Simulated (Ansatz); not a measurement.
GeH4BrF: several calculations on one system

### Relaxation

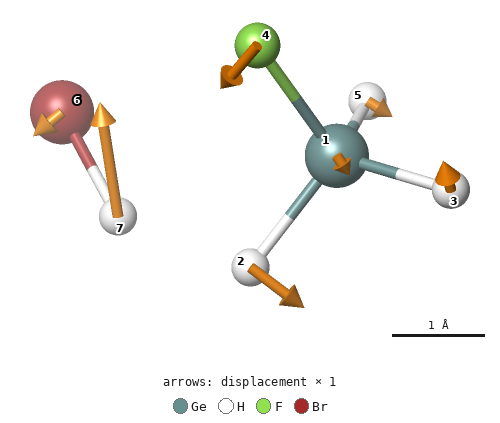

This is a relaxation of GeH$_{4}$BrF. The starting structure is drawn; orange arrows show the displacements, at their true length. The two geometries are superimposed by the best rigid fit.

Style: ball-and-stick. Shown at a tilt.

The run prepares an end point of a later path (reaction) calculation, from a guessed geometry.

These are results of RKS PBE-D4/def2-SVP (Ansatz), not measurements. Set-up: no spin polarisation; force threshold 0.03 eV/Å; at most 50 steps.

**Which element moves most?**

Hydrogen: up to 1.33 Å, against 0.78 Å for fluorine.

**Describe the change and its energy.**

Over 17 accepted moves (19 points after the start) the energy falls by 0.330 eV. The largest force component goes from 1.2 to 0.016 eV/Å. The line search rejected the trial steps at points 8, 18 of the run. The largest move after the best rigid fit is that of H7, 1.33 Å. Largest moves by element: H 1.33 Å, F 0.78 Å, Br 0.42 Å, Ge 0.27 Å. Some distances before and after: Br6–H7 1.505 → 1.453 Å, Ge1–F4 1.757 → 1.790 Å, Ge1–H2 1.554 → 1.545 Å. Bond angles that change, for instance: H2–Ge1–H5 111.1° → 113.7°, H2–Ge1–H3 110.5° → 112.9°, F4–Ge1–H5 108.3° → 106.0°.

### Relaxation

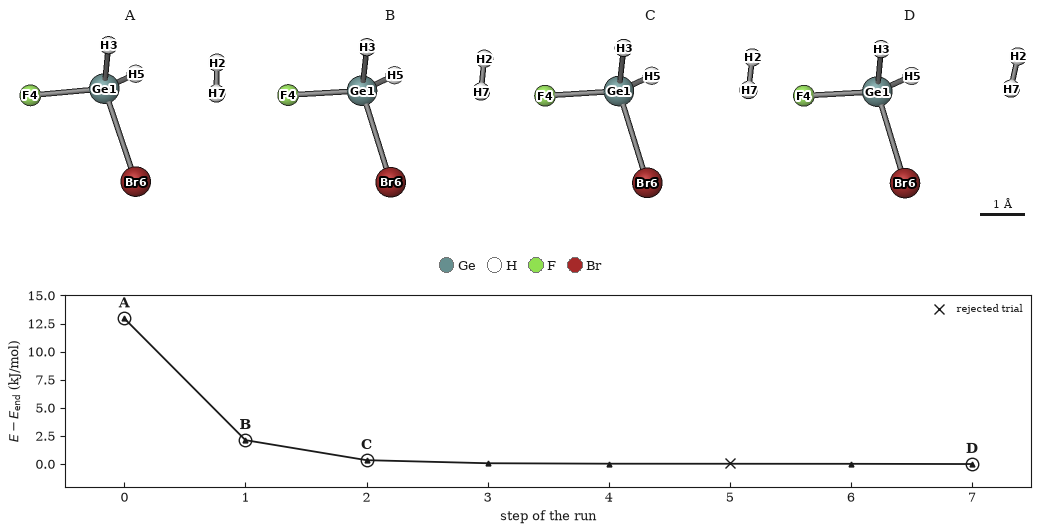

Frames of a relaxation of GeH4BrF, marked on the history of the run. A ball-and-stick model, seen at a tilt.

The run prepares an end point of a later path (reaction) calculation, from a guessed geometry.

The calculation used Ansatz 0.2.0, RKS PBE-D4/def2-SVP.

Input file:
```yaml
crystal:
  periodic: [false, false, false]
  atoms:
    - { symbol: Ge, position_ang: [-0.492128, 0.226236, -0.281811] }
    - { symbol: H, position_ang: [0.244613, -0.771495, 2.17952] }
    - { symbol: H, position_ang: [0.661611, 1.010995, 0.375108] }
    - { symbol: F, position_ang: [-0.728611, 0.927911, -1.871333] }
    - { symbol: H, position_ang: [-0.323125, -1.294569, -0.486103] }
    - { symbol: Br, position_ang: [-2.501156, 0.612673, 0.929283] }
    - { symbol: H, position_ang: [-0.443804, -0.594349, 2.307136] }
basis:
  gaussian: { orbitals: def2-SVP }
hamiltonian:
  xc: pbe
  dispersion: d4
relax:
  f_tol: 0.03
  max_steps: 50
```

Run as
```bash
ansatz run input.yaml --threads 2 --pin off --max-ram 3072MiB --backend cpu --events-out ev --progress --plain --runs-dir out
```

### Describe the path.

The atom that moves furthest after the best rigid fit is H2 (0.51 Å). By element the largest moves are H 0.51 Å, Br 0.25 Å, Ge 0.18 Å, F 0.18 Å. Some distances before and after: Ge1–Br6 2.377 → 2.315 Å, H2–H7 0.722 → 0.770 Å. The energy falls by 13.0 kJ/mol in 6 accepted moves (7 points after the start). Largest force component: 1.8 eV/Å at the start, 0.01 eV/Å at the end. The line search rejected the trial step at point 5 of the run. The run took 7.3 s on 2 threads of Intel(R) Xeon(R) 6975P-C (Granite Rapids), with other jobs on the host, peak memory 0.16 GiB. From step 0 to 1: H2 moves most (0.19 Å), energy −10.8 kJ/mol. From step 1 to 2: H2 moves most (0.19 Å), energy −1.78 kJ/mol. From step 2 to 7: H2 moves most (0.13 Å), energy −0.34 kJ/mol.

```json
{"step": "0", "E − E(0), kJ/mol": "0.00", "largest force component, eV/Å": "1.8437", "note": ""}
{"step": "1", "E − E(0), kJ/mol": "-10.83", "largest force component, eV/Å": "0.0615", "note": ""}
{"step": "2", "E − E(0), kJ/mol": "-12.61", "largest force component, eV/Å": "0.1564", "note": ""}
{"step": "3", "E − E(0), kJ/mol": "-12.88", "largest force component, eV/Å": "0.0669", "note": ""}
{"step": "4", "E − E(0), kJ/mol": "-12.92", "largest force component, eV/Å": "0.0345", "note": ""}
{"step": "5", "E − E(0), kJ/mol": "-12.88", "largest force component, eV/Å": "0.1518", "note": "rejected"}
{"step": "6", "E − E(0), kJ/mol": "-12.94", "largest force component, eV/Å": "0.0205", "note": ""}
{"step": "7", "E − E(0), kJ/mol": "-12.95", "largest force component, eV/Å": "0.0101", "note": ""}
```

Limits of the set-up: the start holds two separate molecules, 2.6 Å apart at their closest, whose relative position is a soft coordinate.

### Path

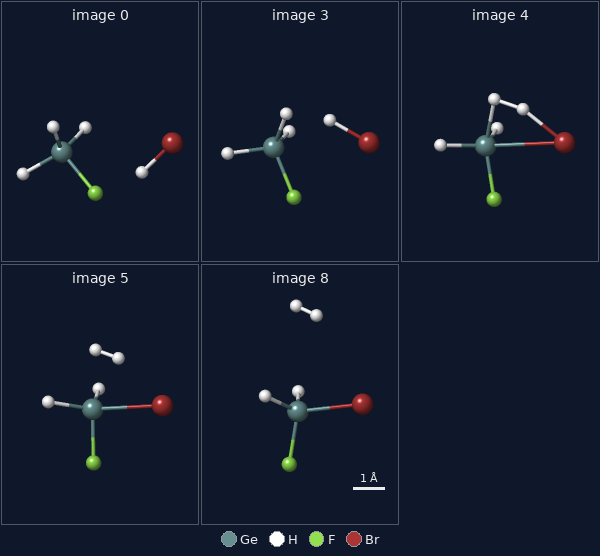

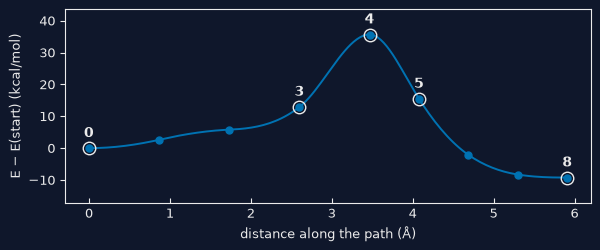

A search for the minimum-energy path of GeH4BrF by the nudged elastic band. Images are numbered from 0 (start) to 8 (end). Style: ball-and-stick. Shown at a tilt.

The calculation used Ansatz 0.2.0, RKS PBE-D4/def2-SVP. Settings: 7 movable images; climbing image; force threshold 0.03 eV/Å; iteration limit 60; starting path through a guess of the saddle point.

Question: What happens along the path, and what is the barrier?

Answer: Forward barrier 35.7 kcal/mol, backward barrier 44.9 kcal/mol, with image 4 at the top; the reaction energy is −9.2 kcal/mol. Breaking: Br–H (1.45 → 3.28 Å), Ge–H (1.54 → 3.43 Å). Forming: Br–Ge (3.98 → 2.31 Å), H–H (3.23 → 0.77 Å). The band converged in 16 iterations, with a climbing image at the top.

The run took 100 s on 2 threads of Intel(R) Xeon(R) 6975P-C (Granite Rapids), with other jobs on the host, peak memory 0.16 GiB.
